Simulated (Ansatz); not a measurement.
## Vibrations of species on Cu(111)

Aim: bond lengths and vibrational modes of species bound on Cu(111).

Program: Ansatz 0.2.0. Level of theory: DFT PBE, scalar-relativistic, plane waves, PAW; PAW set soft_1. Results are calculated unless marked as measured.

## (1) The bulk crystal behind the slab

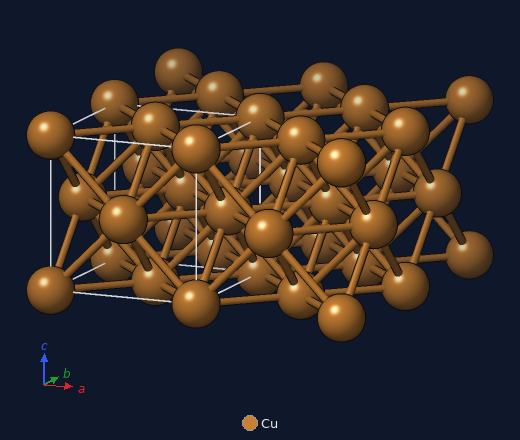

The cell as given, slightly off an axis (copper orange). 2×2×1 cells are drawn. This picture shows the conventional cell, with its axes. Some periodic images of atoms are drawn too.

## (2) Relaxation of the host

The host crystal is relaxed at the same level, and its volume sets the scale of the cells that follow.

The input, input.yaml:

```yaml
crystal:
  lattice:
    - [0.0, 1.815, 1.815]
    - [1.815, 0.0, 1.815]
    - [1.815, 1.815, 0.0]
  atoms:
    - { symbol: Cu, position: [0.0, 0.0, 0.0] }
kpoints:
  mp_grid: { grid: [24, 24, 24] }
hamiltonian:
  xc: pbe
  pseudopotentials: { kind: paw, azcp: { folder: soft_1 } }
scf:
  occupations: { method: methfessel_paxton, width: 0.15 }
output:
  forces: true
  stress: true
  eigenvalues: true
relax:
  adjacent_minimum: "off"
  f_tol: 0.002
  max_steps: 60
  cell: { stress_tol: 0.02 }
```

Launch:

```
$ ansatz run input.yaml --threads 8 --pin off --max-ram 20480MiB --backend cpu --events-out ev --progress --plain --runs-dir out
```

Numbers of over 12 decimals in the logs are rounded to 6 here.

The log of the run:

```text
The last accepted step is kept in <dir> (removed where the run ends without a failure and the disk answers)
Engine: ansatz 0.2.0, x86_64-unknown-linux-gnu
Pseudopotentials: kind: paw
Pseudopotential: Cu, paw, valence charge 19, recommended cutoff 420 eV (normal), soft_1/Cu.paw.azcp
Functional definition: PBE
  parameter kappa = 0.804
  parameter beta = 0.066725
  exchange = pbe_x(kappa = kappa, mu = beta*pi^2/3)
[...]
--- Relaxed structure (3 steps of the walk, 3 accepted, 1 SCFs on fresh bases) ---
  F+E_penalty+E_count = -6625.18473276 eV   max|allowed force component| = 0.000e0 eV/Å   (the final SCF, on the basis selected at the relaxed cell)
  cell:  # Å, volume = 11.9489 Å³
    - [0, 1.814538, 1.814538]
    - [1.814538, 0, 1.814538]
    - [1.814538, 1.814538, 0]
  atoms:
    - { symbol: Cu, position: [0.0, 0.0, 0.0] }
[key lines of the parts left out:]
SCF converged after 5 iterations
Free energy (F): -6625.184733 eV
Fermi energy:    16.123004 eV
P = ⅓ Tr σ = 0.0007 GPa (0.007 kbar)
```

Run time: 4 s. Hardware: 8 threads of Intel Xeon at 2.70GHz, shared host; peak memory 0.42 GiB.

Little changed from the start: no atom moved by 0.005 Å and no cell edge by 0.1 %.

Numbers from this step:

```yaml
pressure: 6.77e-4 GPa
volume_per_atom: 11.95 Å³
gap_on_the_k_mesh: 0 eV
```

The forces vanish by symmetry.

## (3) Relaxation in the fixed cell: H at the fcc hollow site, 1 monolayer

The slab carries H at the fcc hollow site, 1 monolayer. Its plane takes the lattice constant of the bulk relaxed at this level. The lowest layers are held, and the other atoms relax. The program lengthens the typed cell of 21.9 Å along the normal to 37.5 Å, as its cut-off of the electrostatics needs, and moves no atom.

System of this step: H at the fcc hollow site, 1 monolayer on Cu(111). The cell holds 5 atoms: 4 Cu and 1 H. Its edges and angles: a = 2.566 Å, b = 2.566 Å, c = 37.542 Å, α = 90.0°, β = 90.0°, γ = 60.0°. It derives from Cu. Vacuum lies along c.

The input, input.yaml:

```yaml
crystal:
  lattice:
    - [2.5661472057, 0.0, 0.0]
    - [1.2830736028, 2.2223446645, 0.0]
    - [0.0, 0.0, 21.8669573316]
  atoms:
    - { symbol: Cu, position: [0.0, 0.0, 0.342896] }
    - { symbol: Cu, position: [0.333333, 0.333333, 0.438714] }
    - { symbol: Cu, position: [0.666667, 0.666667, 0.534532] }
    - { symbol: Cu, position: [0.0, 0.0, 0.63035] }
    - { symbol: H, position: [0.333333, 0.333333, 0.657104] }
  periodic: [true, true, false]
kpoints:
  mp_grid: { grid: [12, 12, 1] }
hamiltonian:
  xc: pbe
  pseudopotentials: { kind: paw, azcp: { folder: soft_1 } }
scf:
  occupations: { method: methfessel_paxton, width: 0.15 }
output:
  forces: true
  eigenvalues: true
relax:
  adjacent_minimum: "off"
  f_tol: 0.003
  max_steps: 120
  constraints: [{ sites: [0, 1] }]
```

The log of the run:

```text
Warning: crystal.periodic: the lattice vector that does not repeat stood 0.000° off the slab's normal, 21.867 Å along it as the deck builds it. The run solves the slab on a vector along the normal, 37.542 Å long, with every atom where it was (on the deck's vector they left 15.00 Å outside them, and the widest stretch free of ions among them is 2.10 Å). A fractional position that the run reports is one of the run's ce [...]
Warning: the atoms were moved onto the symmetric positions of the space group found under crystal.symmetry.tolerance 1.0e-5 (fractional; no operation is sought that the atoms, as they stand in a round, miss by more than twice it, and no atom is moved by as much as it), and the run uses the moved positions. Before a round's move an operation carried an atom to 3.08e-6 Å from where it should land, the largest such dist [...]
[...]
crystal.periodic: the lattice vector that does not repeat stood 0.000° off the slab's normal, 21.867 Å along it as the deck builds it. The run solves the slab on a vector along the normal, 37.542 Å long, with every atom where it was (on the deck's vector they left 15.00 Å outside them, and the widest stretch free of ions among them is 2.10 Å). A fractional position that the run reports is one of the run's cell, which [...]
[...]
Crystal: 5 atoms, lattice volume = 214.094 Å³
Basis set: ecut = 420 eV, 4295 PW (Γ), exchange–correlation on 36×36×512 points (8 copies of the dense FFT grid, shifted against one another)
Bands: 47, of which v1, the nominal top of the filled ones, is band 39 counted from 1 (38 counted from 0)
Symmetry: 6 space group operations
[...]
k-points: 19 of 144 (time reversal used)
[...]
SCF iter   1: F=—  HF=-26519.674829 eV  |F-HF|=—  |Δ(HF+E_count)|=         —  Δρ=1.30e-1  dr2=2.23e1  ethr=3.10e-3  ⟨swp⟩=14.8  Hψ=6302  notcnv=0  defer=8
[...]
SCF iter  18: F=-26515.592535 eV  HF=-26515.592534 eV  |F-HF|=2.39e-8  |Δ(HF+E_count)|=   1.69e-8  S|Δr|=    0.00e0  Δρ=1.10e-6  dr2=3.32e-9  ethr=3.84e-11  ⟨swp⟩=4.6  Hψ=3114  notcnv=0
SCF 1 converged in 18 iterations: F = -26515.592535 eV  dr2 = 3.32e-9
[...]
relax step   1: F+E_penalty+E_count = -26515.59253451 eV  Δ(F+E_penalty+E_count) = +0.000e0 eV  max|allowed force component| = 1.073e0 eV/Å  Δτ_max = 0.0000 Å  (18 SCF iters, dr2 threshold 2.25e-7 eV, accepted)
[...]
SCF iter   8: F=-26515.700948 eV  HF=-26515.700962 eV  |F-HF|=1.47e-5  |Δ(HF+E_count)|=   2.93e-6  S|Δr|=    0.00e0  Δρ=9.50e-5  dr2=1.69e-5  ethr=9.34e-8  ⟨swp⟩=15.8  Hψ=4539  notcnv=0
SCF 2 converged in 8 iterations: F = -26515.700948 eV  dr2 = 1.69e-5
relax step   2: F+E_penalty+E_count = -26515.70094769 eV  Δ(F+E_penalty+E_count) = -1.084e-1 eV  max|allowed force component| = 6.852e-1 eV/Å  Δτ_max = 0.1491 Å  (8 SCF iters, dr2 threshold 7.20e-5 eV, accepted)
SCF iter   1: F=—  HF=-26515.766117 eV  |F-HF|=—  |Δ(HF+E_count)|=         —  Δρ=5.10e-3  dr2=4.75e-2  ethr=1.60e-3  ⟨swp⟩=4.5  Hψ=2251  notcnv=0  defer=41
[...]
SCF iter   8: F=-26515.759370 eV  HF=-26515.759360 eV  |F-HF|=9.87e-6  |Δ(HF+E_count)|=   1.45e-5  S|Δr|=    0.00e0  Δρ=5.22e-5  dr2=4.34e-6  ethr=3.81e-8  ⟨swp⟩=15.8  Hψ=5599  notcnv=0
SCF 3 converged in 8 iterations: F = -26515.759370 eV  dr2 = 4.34e-6
relax step   3: F+E_penalty+E_count = -26515.75936951 eV  Δ(F+E_penalty+E_count) = -5.842e-2 eV  max|allowed force component| = 1.102e-1 eV/Å  Δτ_max = 0.1940 Å  (8 SCF iters, dr2 threshold 2.93e-5 eV, accepted)
[...]
relax step   4: F+E_penalty+E_count = -26515.76069420 eV  Δ(F+E_penalty+E_count) = -1.325e-3 eV  max|allowed force component| = 2.334e-2 eV/Å  Δτ_max = 0.0405 Å  (12 SCF iters, dr2 threshold 7.59e-7 eV, accepted)
[...]
relax step   5: F+E_penalty+E_count = -26515.76084237 eV  Δ(F+E_penalty+E_count) = -1.482e-4 eV  max|allowed force component| = 1.193e-3 eV/Å  Δτ_max = 0.0112 Å  (12 SCF iters, dr2 threshold 3.40e-8 eV, accepted)
[...]
SCF iter   2: F=-26515.760842 eV  HF=-26515.760842 eV  |F-HF|=4.76e-9  |Δ(HF+E_count)|=   6.08e-6  S|Δr|=    0.00e0  Δρ=4.83e-7  dr2=1.90e-9  ethr=1.81e-12  ⟨swp⟩=7.8  Hψ=3775  notcnv=0
SCF 6 converged in 2 iterations: F = -26515.760842 eV  dr2 = 1.90e-9
relax step   6: F+E_penalty+E_count = -26515.76084237 eV  Δ(F+E_penalty+E_count) = +9.095e-11 eV  max|allowed force component| = 1.190e-3 eV/Å  Δτ_max = 0.0000 Å  (2 SCF iters, accepted)
SCF converged after 2 iterations
[...]
Free energy (F): -26515.760842 eV
[...]
Internal energy: -26515.749558 eV  (E = F + TS)
E sigma→0 (E₀):  -26515.758021 eV
Entropy (-TS):   -0.011285 eV (-2.257 meV/atom)
Fermi energy:    -4.867520 eV
[...]
--- Forces (eV/Å), atoms counted from 1 ---
  atom   1  Cu     0.00000000    -0.00000000     0.03768939
  atom   2  Cu    -0.00000000    -0.00000000    -0.03491576
  atom   3  Cu    -0.00000000    -0.00000000    -0.00118986
  atom   4  Cu     0.00000000    -0.00000000    -0.00096596
  atom   5  H      0.00000000     0.00000000    -0.00061829
  max |Σ_I F_I| component: 4.77e-7 eV/Å
--- Band table (eV; the first three rows and the last of 19) ---
  k-point 0: bands = [... 35 lower, -6.9419, -6.6970, -6.6970, -6.3987, -6.3987, -5.4150, -0.9136 (-0.9141°), -0.3459 (-0.3526°), ... 4 higher]
  k-point 1: bands = [... 35 lower, -6.9227, -6.6958, -6.6753, -6.3984, -6.3496, -4.8992, -0.7419 (-0.7423°), -0.1439 (-0.1504°), ... 4 higher]
  k-point 2: bands = [... 35 lower, -6.9379, -6.6985, -6.6622, -6.3977, -5.6932, -3.8790, -0.2304 (-0.2305°), 0.4637 (0.4578°), ... 4 higher]
  k-point 18: bands = [... 35 lower, -6.4746, -4.1082, -1.5167, -1.3350, -1.0109, -0.8242, -0.1829, 0.0118, ... 4 higher]
  ° read free of the cell's end (the report's vacuum.weakly_bound_levels)
--- Relaxed structure (6 steps of the walk, 6 accepted, 0 SCFs on fresh bases) ---
  F+E_penalty+E_count = -26515.76084237 eV   max|allowed force component| = 1.190e-3 eV/Å
  cell:  # Å, volume = 214.0943 Å³
    - [2.566145, 2.8867564417719038e-11, 0.0]
    - [1.283072, 2.222347, 0.0]
    - [0.0, 0.0, 37.541546]
  atoms:
    - { symbol: Cu, position: [-7.03141240106006e-17, -1.1842367635562373e-17, 0.199728] }
    - { symbol: Cu, position: [0.333333, 0.333333, 0.255539] }
    - { symbol: Cu, position: [0.666667, 0.666667, 0.311292] }
    - { symbol: Cu, position: [-7.031412401062978e-17, -9.594902930350261e-18, 0.369559] }
    - { symbol: H, position: [0.333333, 0.333333, 0.392126] }
```

Run time: 24 s. Hardware: 8 threads; peak memory 0.83 GiB; 2.6 min of CPU time.

The steps of the relaxation:

```tsv
step	energy less that of the first step (eV)	largest force component (eV/Å)
1	0.0000	1.0730
2	-0.1084	0.6852
3	-0.1668	0.1102
4	-0.1682	0.0233
5	-0.1683	0.0012
6	-0.1683	0.0012
```

The run keeps the 6 symmetry operations that it works with, so distortions that break them were not tested.

The atoms that moved most (Å):

```tsv
atom	dx	dy	dz	length
H5	0.000	0.000	0.352	0.352
Cu4	0.000	0.000	0.090	0.090
```

Final coordinates:

```cif
data_structure
_symmetry_space_group_name_H-M 'P 1'
_symmetry_Int_Tables_number 1
_cell_length_a 2.5661
_cell_length_b 2.5661
_cell_length_c 37.5415
_cell_angle_alpha 90.000
_cell_angle_beta 90.000
_cell_angle_gamma 60.000
_cell_volume 214.09
loop_
_atom_site_label
_atom_site_type_symbol
_atom_site_fract_x
_atom_site_fract_y
_atom_site_fract_z
_atom_site_occupancy
Cu1 Cu 0.00000 0.00000 0.19973 1
Cu2 Cu 0.33333 0.33333 0.25554 1
Cu3 Cu 0.66667 0.66667 0.31129 1
Cu4 Cu 0.00000 0.00000 0.36956 1
H5 H 0.33333 0.33333 0.39213 1
```

The largest force component left on a free atom is 1.2 meV/Å.

## (4) Force constants among chosen sites: H at the fcc hollow site, 1 monolayer

Only 2 sites are displaced (1 Cu and 1 H), with their periodic images, and all others stay at rest. This gives the modes that are localised on these sites for less work than the whole matrix.

input.yaml, the sections that differ from step 3:

```yaml
crystal:
  lattice:
    - [2.5661448931, 0.0, 0.0]
    - [1.2830724465, 2.2223466673, 0.0]
    - [0.0, 0.0, 37.5415458585]
  atoms:
    - { symbol: Cu, position: [0.0, 0.0, 0.199727849] }
    - { symbol: Cu, position: [0.3333333333, 0.3333333333, 0.2555392992] }
    - { symbol: Cu, position: [0.6666666667, 0.6666666667, 0.3112916388] }
    - { symbol: Cu, position: [0.0, 0.0, 0.369558892] }
    - { symbol: H, position: [0.3333333333, 0.3333333333, 0.3921261925] }
  periodic: [true, true, false]
output:
  eigenvalues: true
phonons:
  method: fd
  supercell: [1, 1, 1]
  displaced_sites: [3, 4]
  rigid_motions: translations
# kpoints, hamiltonian, scf: as in step 3
# relax: removed
```

The log of the run:

```text
[...]
Crystal: 5 atoms, lattice volume = 214.094 Å³
Basis set: ecut = 420 eV, 4295 PW (Γ), exchange–correlation on 36×36×512 points (8 copies of the dense FFT grid, shifted against one another)
Bands: 47, of which v1, the nominal top of the filled ones, is band 39 counted from 1 (38 counted from 0)
Symmetry: 6 space group operations
k-points: 19 of 144 (time reversal used)
[...]
SCF iter   1: F=—  HF=-26519.753300 eV  |F-HF|=—  |Δ(HF+E_count)|=         —  Δρ=1.30e-1  dr2=2.23e1  ethr=3.10e-3  ⟨swp⟩=14.6  Hψ=6199  notcnv=0  defer=11
[...]
SCF iter  22: F=-26515.760842 eV  HF=-26515.760842 eV  |F-HF|=1.87e-9  |Δ(HF+E_count)|=   3.85e-9  S|Δr|=    0.00e0  Δρ=1.48e-7  dr2=4.98e-11  ethr=1.00e-12  ⟨swp⟩=17.3  Hψ=5255  notcnv=0
SCF 1 converged in 22 iterations: F = -26515.760842 eV  dr2 = 4.98e-11
[...]
Symmetry: 2 space group operations
k-points: 43 of 144 (time reversal used)
[...]
SCF iter  13: F=-26515.760826 eV  HF=-26515.760826 eV  |F-HF|=7.28e-12  |Δ(HF+E_count)|=  1.31e-10  S|Δr|=    0.00e0  Δρ=5.55e-8  dr2=6.09e-12  ethr=1.00e-12  ⟨swp⟩=8.0  Hψ=10859  notcnv=0
SCF 2 converged in 13 iterations: F = -26515.760826 eV  dr2 = 6.09e-12
[...]
SCF iter   7: F=-26515.760829 eV  HF=-26515.760829 eV  |F-HF|=5.82e-11  |Δ(HF+E_count)|=   3.00e-9  S|Δr|=    0.00e0  Δρ=2.91e-8  dr2=2.52e-12  ethr=1.00e-12  ⟨swp⟩=8.7  Hψ=11580  notcnv=0
SCF 3 converged in 7 iterations: F = -26515.760829 eV  dr2 = 2.52e-12
[...]
SCF iter  12: F=-26515.760830 eV  HF=-26515.760830 eV  |F-HF|=3.49e-10  |Δ(HF+E_count)|=  2.91e-11  S|Δr|=    0.00e0  Δρ=1.93e-8  dr2=2.56e-12  ethr=1.00e-12  ⟨swp⟩=6.0  Hψ=10191  notcnv=0
SCF 4 converged in 12 iterations: F = -26515.760830 eV  dr2 = 2.56e-12
[...]
SCF iter   7: F=-26515.760831 eV  HF=-26515.760831 eV  |F-HF|=2.95e-10  |Δ(HF+E_count)|=  7.64e-11  S|Δr|=    0.00e0  Δρ=2.92e-8  dr2=3.35e-12  ethr=1.00e-12  ⟨swp⟩=5.7  Hψ=9715  notcnv=0
SCF 5 converged in 7 iterations: F = -26515.760831 eV  dr2 = 3.35e-12
SCF converged after 22 iterations
[...]
Free energy (F): -26515.760842 eV
[...]
Internal energy: -26515.749558 eV  (E = F + TS)
E sigma→0 (E₀):  -26515.758021 eV
Entropy (-TS):   -0.011284 eV (-2.257 meV/atom)
Fermi energy:    -4.867527 eV
[...]
--- Forces (eV/Å), atoms counted from 1 ---
  atom   1  Cu     0.00000000    -0.00000000     0.03769098
  atom   2  Cu     0.00000000     0.00000000    -0.03491318
  atom   3  Cu    -0.00000000    -0.00000000    -0.00119263
  atom   4  Cu    -0.00000000     0.00000000    -0.00096563
  atom   5  H      0.00000000     0.00000000    -0.00061783
  max |Σ_I F_I| component: 1.72e-6 eV/Å
--- Band table (eV; the first three rows and the last of 19) ---
  k-point 0: bands = [... 35 lower, -6.9419, -6.6970, -6.6970, -6.3987, -6.3987, -5.4150, -0.9137 (-0.9142°), -0.3461 (-0.3528°), ... 4 higher]
  k-point 1: bands = [... 35 lower, -6.9227, -6.6958, -6.6753, -6.3984, -6.3496, -4.8992, -0.7420 (-0.7423°), -0.1441 (-0.1506°), ... 4 higher]
  k-point 2: bands = [... 35 lower, -6.9379, -6.6985, -6.6622, -6.3977, -5.6932, -3.8790, -0.2304 (-0.2306°), 0.4635 (0.4576°), ... 4 higher]
  k-point 18: bands = [... 35 lower, -6.4746, -4.1082, -1.5168, -1.3350, -1.0110, -0.8242, -0.1829, 0.0118, ... 4 higher]
  ° read free of the cell's end (the report's vacuum.weakly_bound_levels)
--- Phonons: 4 displaced members + reference (amplitude 0.0025 Å, Σ member SCF iterations 39) ---
  symmetry images taken by strict's conditions (phonons.symmetry_images: auto; settled by no image being taken that strict refuses)
  force constants formed among 2 of 5 sites (Cu 3, H 4); the other 3 at rest. The modes move the named sites alone.
  the frequencies, the zero-point energy and the sums are of the block with the acoustic sum rule laid on its rows. Row sums over every site: 5.2e-5 eV/Å² at the most
  transpose residual: 4.0e-5 eV/Å²
  largest component of a force at the reference: 9.7e-4 eV/Å on a named site, 3.8e-2 eV/Å on a site at rest
  frequencies among the named sites at Γ of the cell (cm⁻¹): 45.95 45.95 109.59 989.58 989.58 1091.48
  unstable modes among the named sites: 0
  frequencies as built, with no sum rule (cm⁻¹): 45.94 45.94 109.59 989.58 989.58 1091.48
  zero-point energy: 0.202845 eV/cell   skipped modes (ω ≤ 0): 0
  not written: the harmonic force-constant file, the file of eigenvectors (these modes' are written with the force constants), the density of states and the dispersion, which are of every site
```

Wall time 30 s (8 threads); peak memory 0.94 GiB; 3.4 min of CPU time.

The column dr2 measures how far the density is from self-consistency, as an energy; F and HF (Harris–Foulkes) agree once it is small.

The other atoms of the cell are at rest; shares are of the kinetic energy, a minus sign marks an imaginary mode, and where like sites share a mode the one named is one choice of several. Modes of the displaced sites:

```tsv
mode	frequency (cm⁻¹)	share of Cu (%)	share of H (%)	site with the largest share	its share (%)
1	46.0	98	2	Cu4	98
2	46.0	98	2	Cu4	98
3	109.6	99	1	Cu4	99
4	989.6	2	98	H5	98
5	989.6	2	98	H5	98
6	1091.5	1	99	H5	99
```

The same force constants with another mass on the added atoms, against the natural mean mass; listed are the real modes with at least half of their motion on these atoms, followed through small steps of mass, less those that pass through avoided crossings, where the squared overlap of new and old mass-weighted patterns is under 0.8. Modes after a change of mass:

```tsv
substitution	mode	frequency (cm⁻¹)	after (cm⁻¹)	ratio
D for H	4	989.6	705.6	1.402
D for H	5	989.6	705.6	1.402
D for H	6	1091.5	777.0	1.405
```

The highest mode of the block lies at 1091.5 cm⁻¹; the acoustic sum rule moved it by 0.0 cm⁻¹.

## (5) Relaxation in the fixed cell: H at the fcc hollow site, 0.5 monolayer

The slab carries H at the fcc hollow site, 0.5 monolayer. Its plane takes the lattice constant of the bulk relaxed at this level. The lowest layers are held, and the other atoms relax. The program lengthens the typed cell of 21.9 Å along the normal to 37.5 Å, as its cut-off of the electrostatics needs, and moves no atom.

System of this step: H at the fcc hollow site, 0.5 monolayer on Cu(111). The cell holds 9 atoms: 8 Cu and 1 H. Cell: a = 5.132 Å, b = 2.566 Å, c = 37.542 Å, α = 90.0°, β = 90.0°, γ = 60.0°. It derives from Cu. Vacuum lies along c.

The input, input.yaml:

```yaml
crystal:
  lattice:
    - [5.1322944113, 0.0, 0.0]
    - [1.2830736028, 2.2223446645, 0.0]
    - [0.0, 0.0, 21.8669573316]
  atoms:
    - { symbol: Cu, position: [0.0, 0.0, 0.342896] }
    - { symbol: Cu, position: [0.5, 0.0, 0.342896] }
    - { symbol: Cu, position: [0.166667, 0.333333, 0.438714] }
    - { symbol: Cu, position: [0.666667, 0.333333, 0.438714] }
    - { symbol: Cu, position: [0.833333, 0.666667, 0.534532] }
    - { symbol: Cu, position: [0.333333, 0.666667, 0.534532] }
    - { symbol: Cu, position: [0.0, 0.0, 0.63035] }
    - { symbol: Cu, position: [0.5, 0.0, 0.63035] }
    - { symbol: H, position: [0.166667, 0.333333, 0.657104] }
  periodic: [true, true, false]
kpoints:
  mp_grid: { grid: [6, 12, 1] }
hamiltonian:
  xc: pbe
  pseudopotentials: { kind: paw, azcp: { folder: soft_1 } }
scf:
  occupations: { method: methfessel_paxton, width: 0.15 }
output:
  forces: true
  eigenvalues: true
relax:
  adjacent_minimum: "off"
  f_tol: 0.003
  max_steps: 120
  constraints: [{ sites: [0, 1, 2, 3] }]
```

The log of the run:

```text
[...]
Warning: crystal.lattice, of which some number shows no typed digit to judge by, misses the space group found at crystal.symmetry.tolerance 1.0e-5 by more than rounding, which is why this is a warning: the operation that it misses by the most changes a squared length by the fraction 3.12e-6, and from 1e-6 on that is taken for a strain and not for rounding. The run uses the lattice that is a stretch of the typed one,  [...]
[...]
atoms:
    - { symbol: Cu, position: [0.0, 0.0, 0.199728] }
    - { symbol: Cu, position: [0.5, 0.0, 0.199728] }
    - { symbol: Cu, position: [0.166667, 0.333333, 0.255539] }
    - { symbol: Cu, position: [0.666667, 0.333333, 0.255539] }
    - { symbol: Cu, position: [0.832717, 0.667283, 0.312005] }
    - { symbol: Cu, position: [0.332812, 0.667188, 0.309778] }
    - { symbol: Cu, position: [-0.00349005, 0.00349005, 0.368656] }
    - { symbol: Cu, position: [0.495722, 0.00427792, 0.365442] }
    - { symbol: H, position: [0.167032, 0.332968, 0.391202] }
[key lines of the parts left out:]
SCF converged after 4 iterations
Free energy (F): -53015.602962 eV
Fermi energy:    -4.831912 eV
```

The job ended after 2 min (8 threads; peak memory 2.1 GiB; 14 min of CPU time).

Step by step:

```tsv
step	energy less that of the first step (eV)	largest force component (eV/Å)
1	0.0000	1.1452
2	-0.1244	0.7470
3	-0.2047	0.0883
4	-0.2061	0.0216
5	-0.2063	0.0026
6	-0.2063	0.0026
```

The run keeps the 2 symmetry operations that it works with, so distortions that break them were not tested.

The atoms that moved most (Å):

```tsv
atom	dx	dy	dz	length
H9	0.001	-0.001	0.317	0.317
Cu8	-0.016	0.010	-0.065	0.067
Cu6	-0.002	0.001	-0.059	0.059
Cu7	-0.013	0.008	0.056	0.058
Cu5	-0.002	0.001	0.025	0.025
```

The largest force component left on a free atom is 2.6 meV/Å.

[end of part 1 of 2]

[Logs are printed without paths, hosts, clocks, repeated set-up lines and the standing remarks that a program may print on its own settings, such as how far it seeks lower states.]

[Hosts, paths, dates, database ids (printed as entryN), source tags and the programs' standing remarks are cut or masked in the printed files.]
